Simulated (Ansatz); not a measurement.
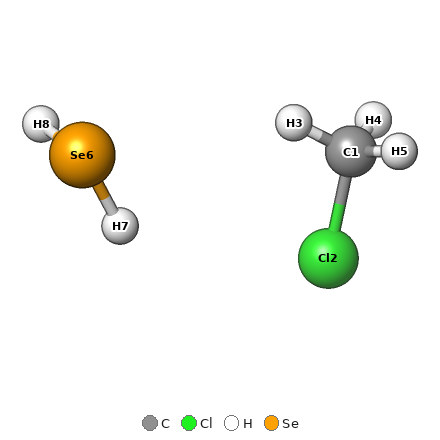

The system is the pair CH₃Cl···H₂Se; the picture shows the reference structure. The turn is about an axis along (0.86, 0.50, −0.11) in the frame of the relaxed pair, normal to the line between the partners. Coordinates scanned: (1) distance Cl2···Se6; (2) turn of Se6, H7, H8 about Cl2. The grid has 15 × 15 points. Points are written as (first, second). Energies are in kJ/mol, from the lowest grid point. Energies and slopes of some neighbouring points disagree (a jump in structure or state, or too coarse a mesh). Theory: RHF/def2-SVPD in Ansatz 0.2.0.

Its coordinates:

```yaml
atoms:
  - { symbol: C, position_ang: [-0.0726, 0.1577, -1.6462] }
  - { symbol: Cl, position_ang: [0.8484, -1.3437, -1.3239] }
  - { symbol: H, position_ang: [-0.2784, 0.6389, -0.6969] }
  - { symbol: H, position_ang: [-0.9946, -0.1127, -2.1486] }
  - { symbol: H, position_ang: [0.5337, 0.7970, -2.2780] }
  - { symbol: Se, position_ang: [0.2565, 0.5571, 2.7762] }
  - { symbol: H, position_ang: [0.6969, -0.6495, 2.0932] }
  - { symbol: H, position_ang: [-0.9899, -0.0449, 3.2244] }
```

Range: distance Cl2···Se6 from 3.829 to 5.829 Å; turn of Se6, H7, H8 about Cl2 from −90.0 to 90.0°.

**Predict the map.**

The lowest grid point is at (4.587 Å, 0.0°). The highest grid point, (3.829 Å, −64.3°), lies 1483 kJ/mol above the lowest.

| turn of Se6, H7, H8 about Cl2 ↓, distance Cl2···Se6 → | 3.829 | 3.878 | 3.960 | 4.060 | 4.175 | 4.302 | 4.439 | 4.587 | 4.742 | 4.906 | 5.077 | 5.256 | 5.440 | 5.632 | 5.829 |
| --- | --- | --- | --- | --- | --- | --- | --- | --- | --- | --- | --- | --- | --- | --- | --- |
| 90.0 | 7 | 6 | 5 | 4 | 4 | 3 | 3 | 3 | 3 | 3 | 3 | 3 | 3 | 3 | 4 |
| 77.1 | 8 | 7 | 6 | 5 | 4 | 4 | 3 | 3 | 3 | 3 | 3 | 3 | 3 | 4 | 4 |
| 64.3 | 9 | 8 | 7 | 6 | 5 | 4 | 4 | 3 | 3 | 3 | 3 | 3 | 3 | 3 | 3 |
| 51.4 | 9 | 8 | 7 | 6 | 5 | 4 | 3 | 3 | 3 | 3 | 3 | 3 | 3 | 3 | 3 |
| 38.6 | 9 | 8 | 6 | 5 | 4 | 3 | 3 | 2 | 2 | 2 | 3 | 3 | 3 | 3 | 3 |
| 25.7 | 7 | 6 | 5 | 4 | 3 | 2 | 2 | 2 | 2 | 2 | 2 | 2 | 2 | 3 | 3 |
| 12.9 | 5 | 4 | 3 | 2 | 1 | 1 | 1 | 1 | 1 | 1 | 1 | 2 | 2 | 2 | 2 |
| 0.0 | 7 | 6 | 4 | 2 | 1 | 0 | 0 | 0 | 0 | 0 | 1 | 1 | 1 | 2 | 2 |
| −12.9 | 28 | 24 | 19 | 14 | 9 | 6 | 4 | 2 | 1 | 1 | 1 | 1 | 1 | 2 | 2 |
| −25.7 | 113 | 100 | 81 | 63 | 46 | 33 | 23 | 15 | 10 | 6 | 4 | 3 | 3 | 2 | 2 |
| −38.6 | 349 | 310 | 253 | 198 | 148 | 108 | 76 | 51 | 34 | 22 | 15 | 10 | 7 | 5 | 4 |
| −51.4 | 746 | 667 | 552 | 435 | 328 | 237 | 166 | 112 | 73 | 47 | 29 | 18 | 12 | 8 | 6 |
| −64.3 | 1483 | 1266 | 977 | 718 | 509 | 350 | 235 | 153 | 97 | 60 | 37 | 23 | 14 | 9 | 7 |
| −77.1 | 1090 | 956 | 768 | 587 | 430 | 303 | 207 | 136 | 87 | 55 | 34 | 21 | 13 | 9 | 7 |
| −90.0 | 965 | 852 | 692 | 535 | 396 | 282 | 194 | 129 | 84 | 53 | 33 | 21 | 14 | 10 | 7 |

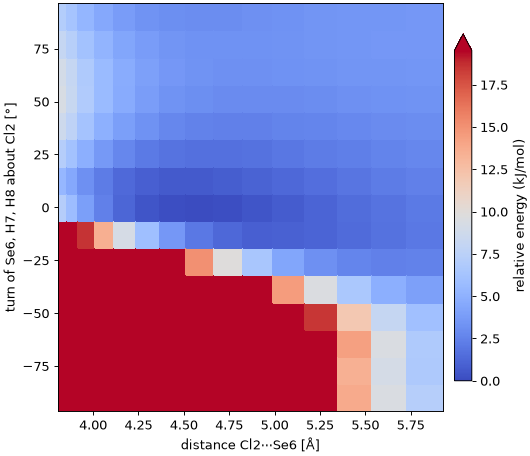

The picture shows one coloured cell a grid point, one colour for all values above the top of the scale.

The whole map (225 points run) took 17 min on 1 thread of Arm Neoverse V2, on a shared host.
